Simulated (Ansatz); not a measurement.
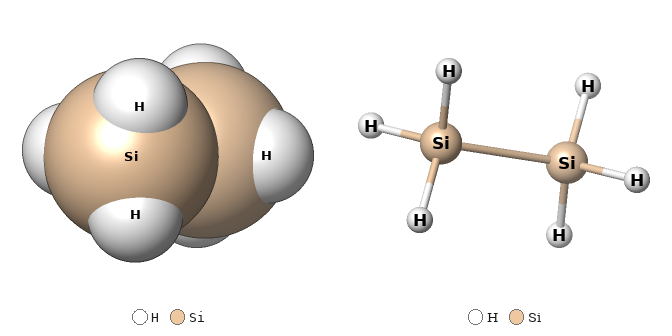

Two views of one molecule.

The geometry was computed by an optimisation with PBE0-D4/def2-TZVP.

What does the picture show?

It has 8 atoms: 2 silicon and 6 hydrogen (Si2H6). This geometry has D3d symmetry. Coordination: 2 Si tetrahedral.

The parts below concern this one geometry. Atoms keep their numbers from picture to picture.

**Electronic properties**

Properties computed with RKS PBE0-D4/def2-TZVPP (Ansatz 0.2.0).

What does the calculation give?

- HOMO energy (Kohn–Sham orbital): −8.39 eV
- LUMO energy (Kohn–Sham orbital): 0.29 eV
- HOMO–LUMO gap: 8.68 eV
- dispersion correction: −10.6 kJ/mol

**Charges**

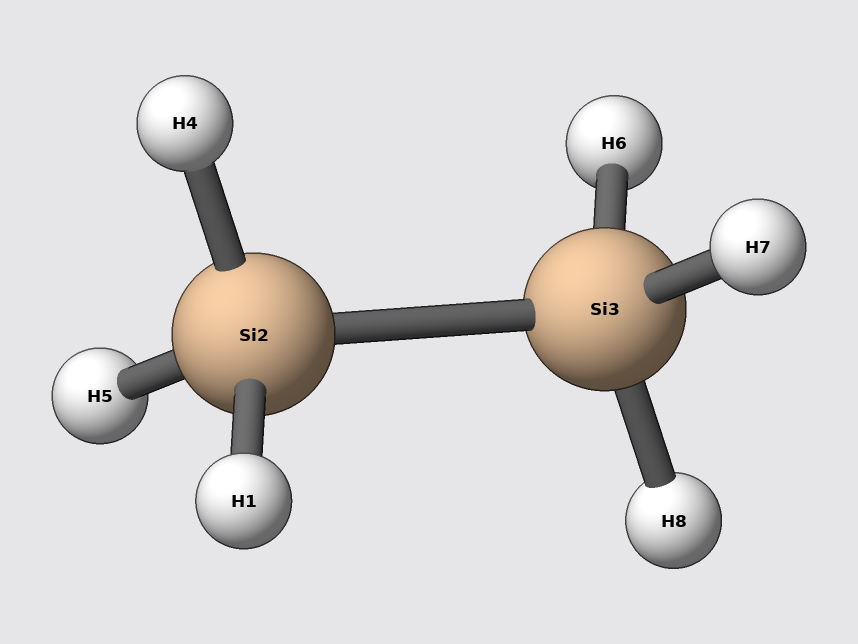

The questions are on Mulliken charges. Method: RKS PBE0-D4/def2-TZVP (Ansatz 0.2.0).

Give the Mulliken charges atom by atom.

```csv
atom,value (e)
H1,−0.01
Si2,0.03
Si3,0.03
H4,−0.01
H5,−0.01
H6,−0.01
H7,−0.01
H8,−0.01
```

**Thermal motion**

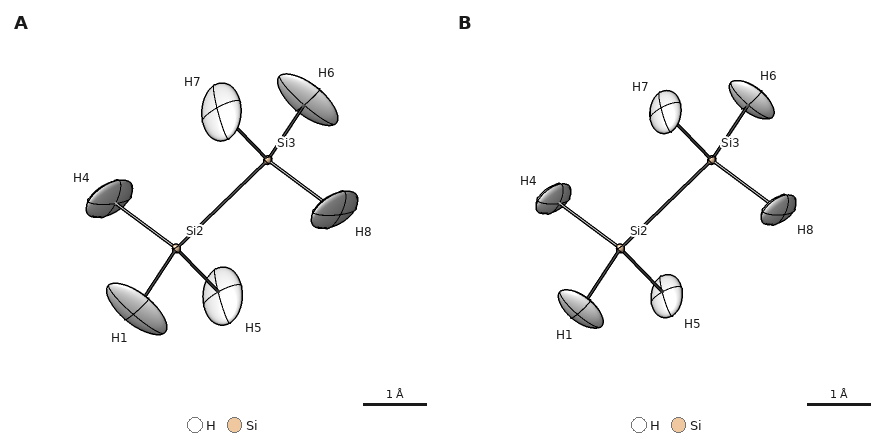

Displacement ellipsoids at the 50 % level, from the internal vibrations of the free molecule (harmonic, no overall translation or rotation; no half-axis is drawn under 0.075 Å). Vibrations computed with RKS PBE0-D4/def2-TZVP (Ansatz 0.2.0). One panel is for 298 K, the other for 600 K.

Which panel is for 600 K?

A.

How much does the mean-square displacement of H7 grow, and why?

U_eq goes from 0.0403 to 0.0692 Å², a factor of 1.7. Modes below kT (417 cm⁻¹ at 600 K) grow about in proportion to T, and the lowest lies at 135 cm⁻¹; the mean-square amplitude of a mode is its zero-point value times coth(ħω/2kT), which comes close to 1 only above about 3kT.

Mulliken values depend strongly on the basis set and can even reverse the polarity of a bond.
